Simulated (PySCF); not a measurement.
# BCl2H, SMILES `ClBCl`: electronic structure

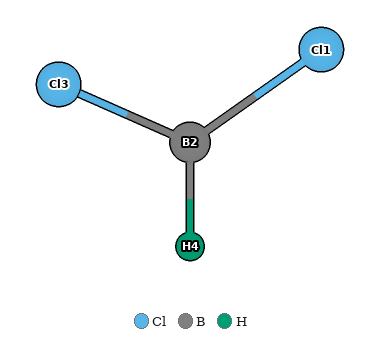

The molecule, with its atoms numbered as below. No frequency check shows the geometry to be a minimum.

Geometry (Å), atoms numbered from 1:

```
Cl1     -1.4746   -0.1566    0.0000
B2      -0.0001    0.6919    0.0000
Cl3      1.4746   -0.1566    0.0000
H4      -0.0002    1.8651    0.0000
```

### 1. Bonding charge

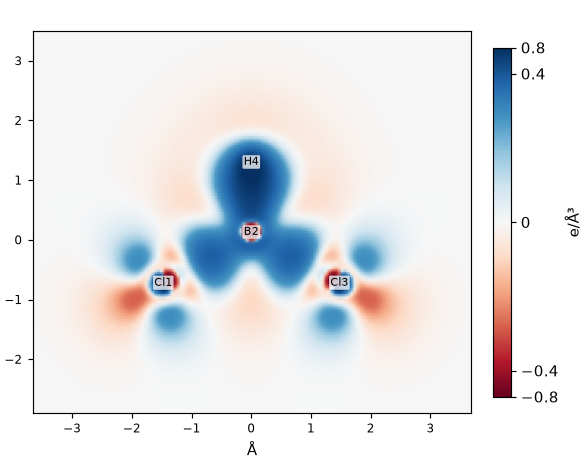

Deformation density (molecule less spherical, spin-averaged free atoms) in the molecular plane; colour scale in e/Å³, logarithmic beyond ±0.1; blue: gain, red: loss.

Level of theory: ωB97X/def2-TZVP (PySCF), at a geometry from GFN2-xTB.

> How much density has each bond in this plane gained at its critical point, relative to the free atoms?

B2–H4: +0.60 e/Å³ at the bond critical point (bond length 1.17 Å, Mayer order 1.0). Cl1–B2 and B2–Cl3: +0.28 e/Å³ at the bond critical point (bond length 1.70 Å, Mayer order 1.4). In all, 0.9 electrons gather in the regions of gain relative to the promolecule.

> Where do the Hirshfeld charges lie?

The highest Hirshfeld charge is on B2 (+0.14 e), the lowest on H4 (−0.05 e).

### 2. Local ionisation energy

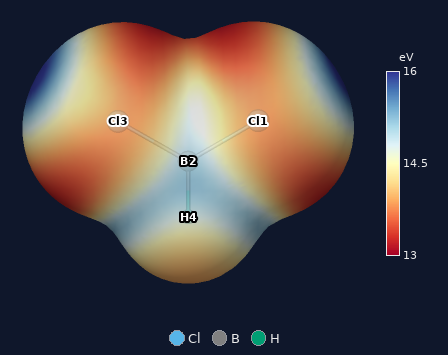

Average local ionisation energy on the surface of electron density 0.001 a.u.

> Where are the most loosely bound electrons on this surface?

The lowest value is 13.2 eV, 2.1 Å from Cl1, and at like points elsewhere. Further minima include 13.2 eV, 2.1 Å from Cl3, and at like points elsewhere; 13.9 eV, 1.4 Å from H4. For comparison, the highest occupied orbital lies at −11.7 eV.

### 3. In an electric field

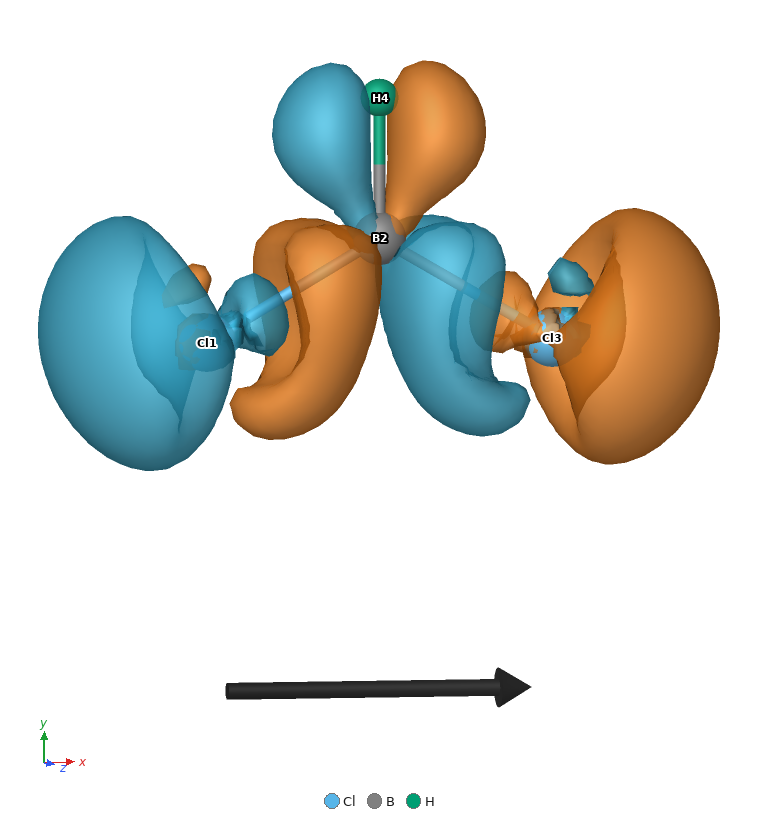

Change of the electron density in a uniform field of 0.21 V/Å along +x (arrow), surfaces at ±0.002 e/Å³ (light blue: gain, orange: loss).

PySCF calculation, ωB97X/def2-TZVP, gas phase; geometry: GFN2-xTB. A basis without diffuse functions makes polarisabilities too small.

> What dipole is induced, and what polarisability does it imply?

The induced dipole is 0.49 D (along the field); α along this axis, from the fields in both directions, is 48 bohr³ (7.1 Å³).

> Which atoms gain and lose the most charge?

Electrons gather most on Cl1 (Hirshfeld charge changes by −0.019 e) and leave Cl3 most (+0.019 e); 0.040 electrons are displaced in all.

The PySCF runs shown took 11 s and 22 s on 1 thread of Arm Neoverse N1, with other jobs on the host.
